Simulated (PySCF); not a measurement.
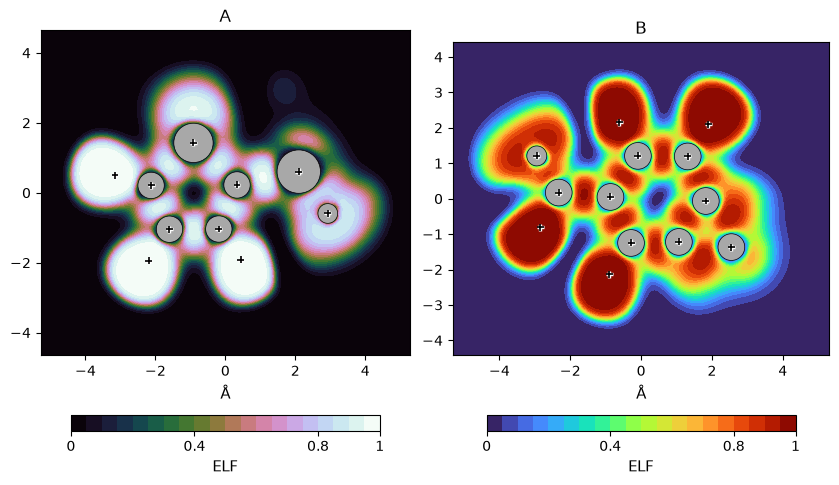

The electron localisation function of 2 systems, each on a plane through atoms (crosses mark nuclei in the plane; grey discs cover the cores).

Level of theory: PBE0/pcSseg-1, SCF density, gas phase, non-relativistic (PySCF).

System 1: C5H8OP2S, the plane of atoms C7, C8 and S9. Geometry: GFN2-xTB.

```xyz
17

C    -2.1146   -1.0862    1.0546
P    -1.2504   -0.3265   -0.3740
O    -1.2966   -1.1331   -1.5995
P    -2.2255    1.6134   -0.6518
C     0.4399   -0.0628    0.2075
C     1.5609   -0.3929   -0.4942
C     2.7486   -0.0541    0.1871
C     2.5108    0.5370    1.3865
S     0.8328    0.6890    1.7170
H    -3.1533   -1.2306    0.7609
H    -1.6625   -2.0569    1.2522
H    -2.0606   -0.4576    1.9397
H    -1.2626    1.9667   -1.5933
H    -1.5407    2.2245    0.3939
H     1.5132   -0.8704   -1.4565
H     3.7347   -0.2413   -0.1983
H     3.2189    0.8940    2.1078
```

System 2: C8H6O (SMILES O=Cc1ccc2c(c1)C2), the plane of atoms C5, C6 and C7. Geometry: GFN2-xTB.

```yaml
atoms:
  - { symbol: O, position_ang: [-3.2911, -0.1103, 1.1095] }
  - { symbol: C, position_ang: [-2.4722, -0.6828, 0.4343] }
  - { symbol: C, position_ang: [-1.0877, -0.2552, 0.2201] }
  - { symbol: C, position_ang: [-0.6399, 0.9139, 0.8355] }
  - { symbol: C, position_ang: [0.6691, 1.4052, 0.6928] }
  - { symbol: C, position_ang: [1.4391, 0.6223, -0.1060] }
  - { symbol: C, position_ang: [1.0047, -0.5375, -0.7216] }
  - { symbol: C, position_ang: [-0.2424, -1.0452, -0.6078] }
  - { symbol: C, position_ang: [2.4138, -0.1182, -0.9512] }
  - { symbol: H, position_ang: [-2.7317, -1.6217, -0.0967] }
  - { symbol: H, position_ang: [-1.3507, 1.4513, 1.4464] }
  - { symbol: H, position_ang: [0.9905, 2.3118, 1.1820] }
  - { symbol: H, position_ang: [-0.6051, -1.9487, -1.0752] }
  - { symbol: H, position_ang: [3.2115, -0.6714, -0.4685] }
  - { symbol: H, position_ang: [2.6878, 0.2944, -1.9156] }
```

Match each panel to its system.

Panel A is system 1, C5H8OP2S: the plane holds P, O, C, S and H. C–C (1.36 Å): the ELF peaks at about 0.95 between the atoms, as expected for a covalent bond. Panel B is system 2, C8H6O: the plane holds O, C and H. C–O (1.21 Å): the ELF peaks at about 0.85 between the atoms (a multiple bond).
